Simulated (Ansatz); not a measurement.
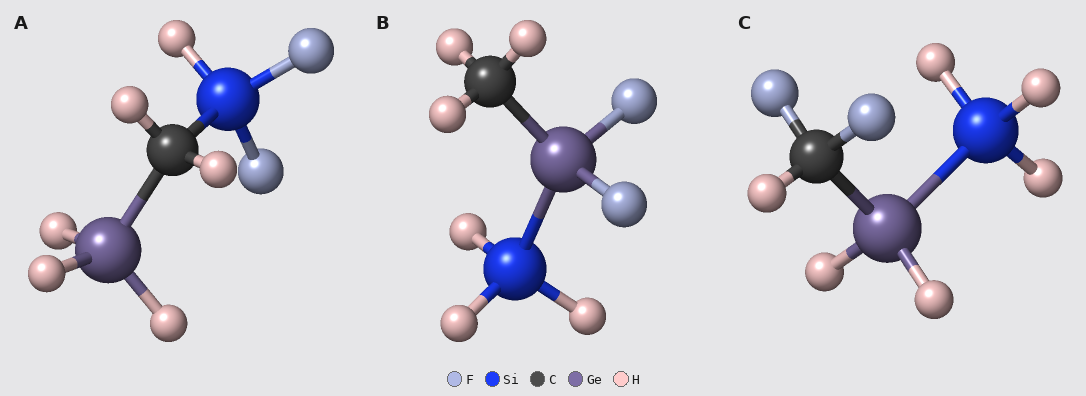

The picture comes from a calculation with Ansatz.

Q: Match each picture to its SMILES.
(1) F[SiH](F)[CH2][GeH3]
(2) F[CH](F)[GeH2][SiH3]
(3) [CH3][Ge]([F])([F])[SiH3]

A: A is (1), B is (3), C is (2).
